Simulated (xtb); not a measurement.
# Molecular dynamics of CH5FSi2

System: CH5FSi2.
Method: GFN2-xTB (xtb 6.7.1).

The starting geometry was optimised with GFN2-xTB.

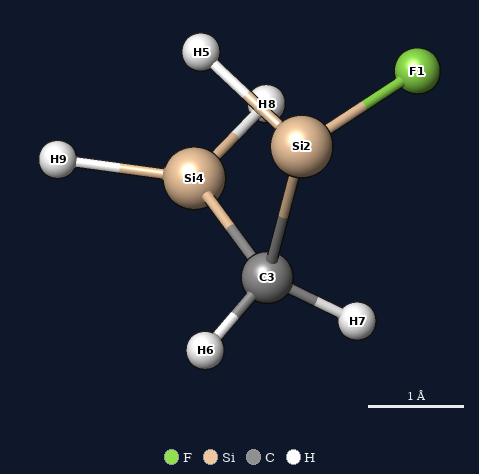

**Figure 1.** The starting structure (ball-and-stick view, seen at a tilt; atoms are numbered from 1 in the order of the input). Bond lengths as drawn: C–H 1.09 Å, C–Si 1.83 to 2.00 Å, F–Si 1.66 Å and H–Si 1.45 to 1.49 Å.

### The input (struc.tmol)
```
$coord
     -1.307047971359     -0.356156682708     -4.044543030014  f
     -0.144582945795      2.093022861113     -2.480530100229  si
      1.903086488327      0.143713671778      0.028856117923  c
     -0.622324607362     -1.216095452980      1.946077757662  si
     -2.469550791445      2.547331918734     -0.945184315754  h
      3.146016052277      1.424929087013      1.043846916721  h
      3.051397465217     -1.216246631070     -0.994354989517  h
     -1.988483211899     -3.492799693407      1.266532243247  h
     -1.568510477962      0.072357613312      4.179261605439  h
$end
```

### File xcontrol
```
$chrg 0
$spin 0
$md
   temp=500
   time=0.2
   step=0.1
   dump=20
   hmass=1
   shake=0
   nvt=false
$end
```

Run on 1 thread of Intel Xeon @ 2.70GHz, 189 GiB of memory available, shared host.

Launched with:
```bash
xtb -I xcontrol --md -- struc.tmol > out.txt
```

### Log
```
* xtb version 6.7.1
   ID    Z sym.   atoms
    1    9 f      1
    2   14 si     2, 4
    3    6 c      3
    4    1 h      5-9

           -------------------------------------------------
          |                Calculation Setup                |
           -------------------------------------------------

          program call               : xtb -I xcontrol --md -- struc.tmol
          coordinate file            : struc.tmol
          omp threads                :                     1

molecular fragmentation (1/2 indicates fragments):
111121112
# atoms in fragment 1/2:     7     2
 fragment masses (1/2) :       90.20        2.02
CMA distance (Bohr)    :   3.374
constraining FC (au)   :  0.0500

           -------------------------------------------------
          |                 G F N 2 - x T B                 |
           -------------------------------------------------

      * Hamiltonian:
        H0-scaling (s, p, d)           1.850000    2.230000    2.230000
        zeta-weighting                 0.500000
      * Dispersion:
        s8                             2.700000
        a1                             0.520000
        a2                             5.000000
        s9                             5.000000
      * Repulsion:
        kExp                           1.500000    1.000000
        rExp                           1.000000
      * Coulomb:
        alpha                          2.000000
        third order                    shell-resolved
        anisotropic                    true
        a3                             3.000000
        a5                             4.000000
        cn-shift                       1.200000
        cn-exp                         4.000000
        max-rad                        5.000000

          ...................................................
          :                      SETUP                      :
          :.................................................:
          :  # basis functions                  33          :
          :  # atomic orbitals                  31          :
          :  # shells                           15          :
          :  # electrons                        24          :
          :  max. iterations                   250          :
          :  Hamiltonian                  GFN2-xTB          :
          :  restarted?                      false          :
          :  GBSA solvation                  false          :
          :  PC potential                    false          :
          :  electronic temp.          300.0000000     K    :
          :  accuracy                    1.0000000          :
          :  -> integral cutoff          0.2500000E+02      :
          :  -> integral neglect         0.1000000E-07      :
          :  -> SCF convergence          0.1000000E-05 Eh   :
          :  -> wf. convergence          0.1000000E-03 e    :
          :  Broyden damping             0.4000000          :
          :  net charge                          0          :
          :  unpaired electrons                  0          :
          ...................................................

 iter      E             dE          RMSdq      gap      omega  full diag
   1    -12.8177120 -0.128177E+02  0.896E+00    1.40       0.0  T
   2    -12.3759958  0.441716E+00  0.981E+00    1.75       1.0  T
   3    -12.7636884 -0.387693E+00  0.782E+00    2.10       1.0  T
   4    -12.8440896 -0.804012E-01  0.577E+00    1.73       1.0  T
   5    -12.8682497 -0.241601E-01  0.466E+00    1.58       1.0  T
   6    -12.9279608 -0.597111E-01  0.108E+00    1.09       1.0  T
   7    -12.9276434  0.317367E-03  0.793E-01    1.05       1.0  T
   8    -12.9276788 -0.353452E-04  0.639E-01    1.12       1.0  T
   9    -12.9288123 -0.113351E-02  0.141E-01    1.09       1.0  T
  10    -12.9288278 -0.155385E-04  0.574E-02    1.09       1.0  T
  11    -12.9288301 -0.230935E-05  0.526E-02    1.09       1.0  T
  12    -12.9288382 -0.802394E-05  0.229E-02    1.09       1.5  T
  13    -12.9288385 -0.290036E-06  0.158E-02    1.09       2.1  T
  14    -12.9288391 -0.591397E-06  0.167E-03    1.09      20.0  T
  15    -12.9288391 -0.839192E-08  0.508E-04    1.09      65.7  T
  16    -12.9288391  0.288990E-09  0.420E-04    1.09      79.4  T

   *** convergence criteria satisfied after 16 iterations ***

         #    Occupation            Energy/Eh            Energy/eV
      -------------------------------------------------------------
         1        2.0000           -0.7872781             -21.4229
       ...           ...                  ...                  ...
         6        2.0000           -0.4610584             -12.5460
         7        2.0000           -0.4585296             -12.4772
         8        2.0000           -0.4479014             -12.1880
         9        2.0000           -0.4437861             -12.0760
        10        2.0000           -0.4313158             -11.7367
        11        2.0000           -0.3840014             -10.4492
        12        2.0000           -0.2960744              -8.0566 (HOMO)
        13                         -0.2559806              -6.9656 (LUMO)
        14                         -0.1795951              -4.8870
        15                         -0.1685579              -4.5867
        16                         -0.1611318              -4.3846
        17                         -0.1482829              -4.0350
       ...                                ...                  ...
        31                          0.7797860              21.2191
      -------------------------------------------------------------
                  HL-Gap            0.0400937 Eh            1.0910 eV
             Fermi-level           -0.2760275 Eh           -7.5111 eV

 SCC (total)                   0 d,  0 h,  0 min,  0.007 sec
 SCC setup                      ...        0 min,  0.000 sec (  1.471%)
 Dispersion                     ...        0 min,  0.000 sec (  0.601%)
 classical contributions        ...        0 min,  0.000 sec (  0.252%)
 integral evaluation            ...        0 min,  0.001 sec ( 14.629%)
 iterations                     ...        0 min,  0.004 sec ( 58.009%)
 molecular gradient             ...        0 min,  0.002 sec ( 23.403%)
 printout                       ...        0 min,  0.000 sec (  1.491%)

         :::::::::::::::::::::::::::::::::::::::::::::::::::::
         ::                     SUMMARY                     ::
         :::::::::::::::::::::::::::::::::::::::::::::::::::::
         :: total energy             -12.833281996579 Eh    ::
         :: gradient norm              0.000036672082 Eh/a0 ::
         :: HOMO-LUMO gap              1.091005440233 eV    ::
         ::.................................................::
         :: SCC energy               -12.928835556522 Eh    ::
         :: -> isotropic ES            0.034950278402 Eh    ::
         :: -> anisotropic ES         -0.002227274344 Eh    ::
         :: -> anisotropic XC         -0.006018607039 Eh    ::
         :: -> dispersion             -0.006458738050 Eh    ::
         :: repulsion energy           0.095553559943 Eh    ::
         :: add. restraining           0.000000000000 Eh    ::
         :: total charge              -0.000000000000 e     ::
         :::::::::::::::::::::::::::::::::::::::::::::::::::::

           -------------------------------------------------
          |                Property Printout                |
           -------------------------------------------------

    * Orbital Energies and Occupations

         #    Occupation            Energy/Eh            Energy/eV
      -------------------------------------------------------------
         1        2.0000           -0.7872781             -21.4229
         2        2.0000           -0.7231261             -19.6773
         3        2.0000           -0.6054988             -16.4765
         4        2.0000           -0.5468589             -14.8808
         5        2.0000           -0.4766887             -12.9714
         6        2.0000           -0.4610584             -12.5460
         7        2.0000           -0.4585296             -12.4772
         8        2.0000           -0.4479014             -12.1880
         9        2.0000           -0.4437861             -12.0760
        10        2.0000           -0.4313158             -11.7367
        11        2.0000           -0.3840014             -10.4492
        12        2.0000           -0.2960744              -8.0566 (HOMO)
        13                         -0.2559806              -6.9656 (LUMO)
        14                         -0.1795951              -4.8870
        15                         -0.1685579              -4.5867
        16                         -0.1611318              -4.3846
        17                         -0.1482829              -4.0350
        18                         -0.1372810              -3.7356
        19                         -0.0984678              -2.6794
        20                         -0.0513385              -1.3970
        21                          0.0032756               0.0891
        22                          0.0323245               0.8796
        23                          0.0585019               1.5919
       ...                                ...                  ...
        31                          0.7797860              21.2191
      -------------------------------------------------------------
                  HL-Gap            0.0400937 Eh            1.0910 eV
             Fermi-level           -0.2760275 Eh           -7.5111 eV

     #   Z          covCN         q      C6AA      α(0)
     1   9 f        0.704    -0.353    12.954     4.250
     2  14 si       2.725     0.384   179.987    29.464
     3   6 c        3.583    -0.230    25.945     7.392
     4  14 si       2.988     0.416   172.323    28.654
     5   1 h        0.908    -0.157     8.083     4.447
     6   1 h        0.925     0.023     2.681     2.561
     7   1 h        0.925     0.033     2.538     2.491
     8   1 h        0.922    -0.048     4.040     3.143
     9   1 h        0.921    -0.070     4.608     3.357

 Mol. C6AA /au·bohr⁶  :       1993.910077
 Mol. C8AA /au·bohr⁸  :      88858.281662
 Mol. α(0) /au        :         85.759052

Wiberg/Mayer (AO) data.
largest (>0.10) Wiberg bond orders for each atom

 ---------------------------------------------------------------------------
     #   Z sym  total        # sym  WBO       # sym  WBO       # sym  WBO
 ---------------------------------------------------------------------------
     1   9 f    1.077 --     2 si   1.008
     2  14 si   2.997 --     1 f    1.008     5 h    0.837     3 c    0.605
                             4 si   0.567
     3   6 c    3.956 --     4 si   1.231     6 h    0.975     7 h    0.974
                             2 si   0.605
     4  14 si   3.714 --     3 c    1.231     8 h    0.891     9 h    0.887
                             2 si   0.567
     5   1 h    0.975 --     2 si   0.837
     6   1 h    0.999 --     3 c    0.975
     7   1 h    0.999 --     3 c    0.974
     8   1 h    0.998 --     4 si   0.891
     9   1 h    0.995 --     4 si   0.887
 ---------------------------------------------------------------------------

Topologies differ in total number of bonds
Writing topology from bond orders to xtbtopo.mol

molecular dipole:
                 x           y           z       tot (Debye)
 q only:        0.479       0.145       1.066
   full:        0.281      -0.380       1.442       3.856
molecular quadrupole (traceless):
                xx          xy          yy          xz          yz          zz
 q only:       -0.808       0.927       3.367      -3.089      -4.268      -2.559
  q+dip:        2.765       1.135       1.882      -4.154      -0.206      -4.647
   full:        1.927      -1.308       1.615      -1.432      -0.665      -3.542

           -------------------------------------------------
          | TOTAL ENERGY              -12.833281996579 Eh   |
          | GRADIENT NORM               0.000036672082 Eh/α |
          | HOMO-LUMO GAP               1.091005440233 eV   |
           -------------------------------------------------
           -------------------------------------------------
          |               Molecular Dynamics                |
           -------------------------------------------------
 trajectories on xtb.trj or xtb.trj.<n>

 MD time /ps        :    0.20
 dt /fs             :    0.10
 SCC accuracy       :    2.00
 temperature /K     :  500.00
 max steps          :  2000
 block length (av.) :  5000
 dumpstep(trj) /fs  :   20.00   200
 dumpstep(coords)/fs: 1000.00 10000
 H atoms mass (amu) :     1
 # deg. of freedom  :    27
 SHAKE off
         time (ps)    <Epot>      Ekin   <T>   T     Etot       error
      0    0.00      0.00000   0.1140    0.    0.   -12.71928    0.0000
    200    0.02    -12.72338   0.0482 1255. 1128.   -12.73356    0.0006
    400    0.04    -12.75011   0.0384 1141.  898.   -12.73335    0.0003
    600    0.06    -12.75959   0.0469 1115. 1097.   -12.73351    0.0004
    800    0.08    -12.76411   0.0503 1097. 1177.   -12.73244   -0.0007
   1000    0.10    -12.76787   0.0419 1111.  981.   -12.73326    0.0002
   1200    0.12    -12.76937   0.0436 1096. 1020.   -12.73245   -0.0007
   1400    0.14    -12.77028   0.0132 1082.  308.   -12.73310   -0.0000
   1600    0.16    -12.77040   0.0411 1058.  962.   -12.73293   -0.0002
   1800    0.18    -12.77114   0.0517 1055. 1210.   -12.73440    0.0013
 average properties
 Epot               :  -12.772155126529782
 Epot (accurate SCC):  -12.778405246569363
 Ekin               :   4.5398534454852070E-002
 Etot               :  -12.726756592074929
 T                  :   1061.9064337662210
 normal exit of md()

------------------------------------------------------------------------
------------------------------------------------------------------------
 total:
 *  cpu-time:     0 d,  0 h,  0 min,  9.206 sec
 * ratio c/w:     1.000 speedup
 SCF:
 *  cpu-time:     0 d,  0 h,  0 min,  0.007 sec
 * ratio c/w:     0.989 speedup
 MD:
 *  cpu-time:     0 d,  0 h,  0 min,  9.190 sec
 * ratio c/w:     1.000 speedup
```

### Trajectory as extended XYZ (Å, eV, eV/Å), 10 frames, from step=0 to step=9
```
9
Properties=species:S:1:pos:R:3 step=0 time_fs=0.0 energy=-349.21139
F    -0.6917   -0.1885   -2.1403
Si   -0.0765    1.1076   -1.3126
C     1.0071    0.0761    0.0153
Si   -0.3293   -0.6435    1.0298
H    -1.3068    1.3480   -0.5002
H     1.6648    0.7540    0.5524
H     1.6147   -0.6436   -0.5262
H    -1.0523   -1.8483    0.6702
H    -0.8300    0.0383    2.2116
9
Properties=species:S:1:pos:R:3 step=1 time_fs=20.0 energy=-347.80999
F    -0.8107   -0.1772   -2.1842
Si   -0.0530    0.9569   -1.2352
C     1.1172    0.2321    0.1018
Si   -0.3323   -0.6016    0.9260
H    -0.9019    1.7286   -0.3876
H     1.3304    1.1153    0.6916
H     2.0651   -0.2209    0.0850
H    -1.5786   -1.6089    0.2705
H    -0.4026   -0.3713    2.2786
9
Properties=species:S:1:pos:R:3 step=2 time_fs=40.0 energy=-347.53700
F    -0.9139   -0.1746   -2.1369
Si    0.0055    0.9345   -1.2725
C     1.1404    0.2763    0.2951
Si   -0.3317   -0.5493    0.8725
H    -1.3859    1.1655   -0.6591
H     1.7987    0.9712    0.8615
H     1.8830   -0.1602   -0.4400
H    -1.1028   -1.8300    0.0369
H    -0.6605   -0.9226    2.4652
9
Properties=species:S:1:pos:R:3 step=3 time_fs=60.0 energy=-347.77307
F    -0.8799   -0.2208   -2.0636
Si   -0.0537    1.0404   -1.3522
C     1.2148    0.1612    0.2535
Si   -0.3552   -0.5760    0.8739
H    -0.8652    1.2611   -0.0748
H     1.5404    1.1145    0.8094
H     2.0562   -0.6656    0.3809
H    -0.2224   -1.8462    0.0969
H    -1.1919   -0.6034    2.3590
9
Properties=species:S:1:pos:R:3 step=4 time_fs=80.0 energy=-347.83643
F    -0.7949   -0.2343   -1.9457
Si   -0.0970    1.1419   -1.4129
C     1.2183    0.0414    0.2817
Si   -0.3192   -0.6317    0.8779
H    -1.2948    1.0688   -0.5017
H     1.3781    1.0851    0.5463
H     2.1172   -0.5300    0.1235
H    -0.8201   -1.8107    0.7786
H    -1.5147   -0.1459    1.6370
9
Properties=species:S:1:pos:R:3 step=5 time_fs=100.0 energy=-347.63109
F    -0.7034   -0.3216   -1.9226
Si   -0.1500    1.2421   -1.4774
C     1.1580    0.0617    0.3245
Si   -0.3297   -0.7066    0.9260
H    -1.0960    2.0495   -0.8590
H     1.9273    0.3090    0.9914
H     1.6383   -0.2998   -0.5038
H    -0.9576   -2.0499    0.9361
H    -0.8781    0.3653    1.5278
9
Properties=species:S:1:pos:R:3 step=6 time_fs=120.0 energy=-347.65365
F    -0.6484   -0.2729   -1.8164
Si   -0.1345    1.3244   -1.5959
C     1.1082    0.0086    0.2333
Si   -0.3114   -0.7407    1.0133
H    -1.4264    1.2149   -1.0338
H     1.8936    0.3751    0.9113
H     1.5149   -0.6723   -0.5421
H    -1.4617   -1.9416    0.5473
H    -1.2809   -0.2474    2.1653
9
Properties=species:S:1:pos:R:3 step=7 time_fs=140.0 energy=-346.84336
F    -0.5430   -0.2346   -1.8227
Si   -0.1846    1.3274   -1.6557
C     1.0365   -0.1091    0.2088
Si   -0.3522   -0.7546    1.0932
H    -0.8807    2.0786   -0.6940
H     1.4149    0.9189    0.4747
H     1.6734   -0.7432   -0.4871
H    -0.9445   -2.0733   -0.0443
H    -0.6133   -0.4584    2.6477
9
Properties=species:S:1:pos:R:3 step=8 time_fs=160.0 energy=-347.59936
F    -0.6084   -0.2440   -1.9133
Si   -0.1458    1.3809   -1.7079
C     1.0287   -0.0012    0.2825
Si   -0.3090   -0.8178    1.1362
H    -0.9880    1.4040   -0.5092
H     1.7359    0.7226    0.7560
H     1.3195   -0.5773   -0.6505
H    -1.4547   -2.2390    1.0591
H    -0.9286   -0.4318    2.3335
9
Properties=species:S:1:pos:R:3 step=9 time_fs=180.0 energy=-347.92872
F    -0.6895   -0.1913   -2.0787
Si   -0.1447    1.3488   -1.6940
C     1.0265    0.0053    0.3815
Si   -0.2622   -0.8557    1.2106
H    -1.4878    1.9884   -1.2433
H     1.6566    0.3184    1.1795
H     1.6127   -0.4736   -0.3831
H    -1.0600   -2.2348    1.0055
H    -0.8192    0.1664    1.9051
```

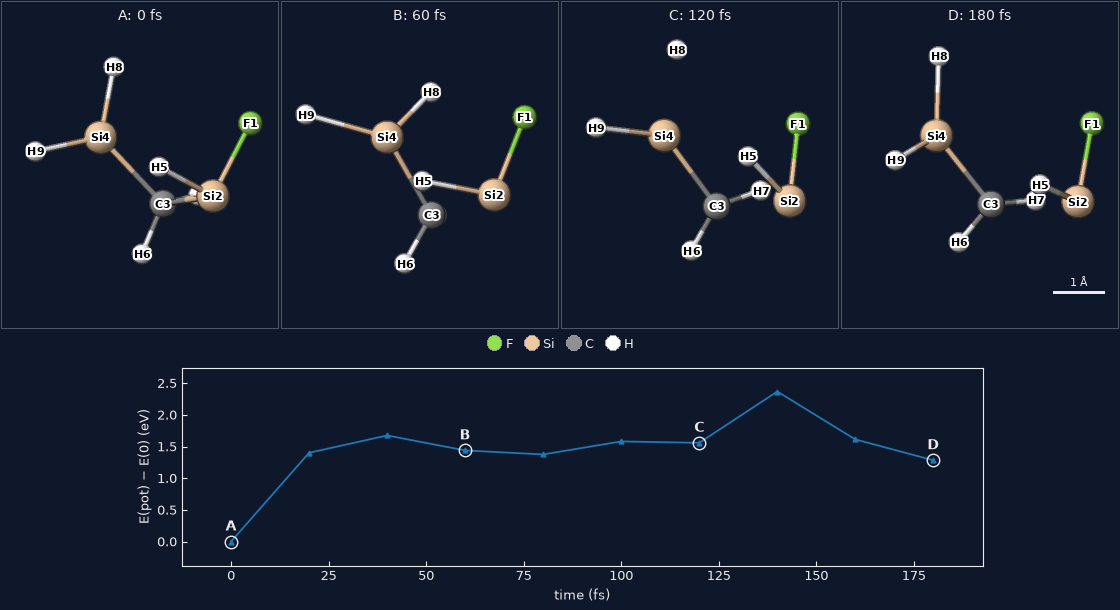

**Figure 2.** Frames of the molecular dynamics (ball-and-stick, seen at a tilt) above the curves, on which the letters mark them. The trajectory kept here has 10 frames over 180 fs. The potential energy ends 1.283 eV above its first value. After an unweighted best fit of the last frame on the first, the root-mean-square displacement is 0.50 Å, and H5 has moved furthest (0.92 Å).

### Key numbers

| quantity | value |
| --- | --- |
| outcome | finished |
| trajectory | 10 frames kept, 180 fs |
| electrons treated | 24 |
| potential energy (first step) | −12.833282 hartree |
| dispersion energy (first step) | −0.006459 hartree |
| basis functions (first step) | 33 |
| wall time | 9.3 s |
| peak memory | 0.071 GiB |

### Remarks

So short a trajectory is not equilibrated.
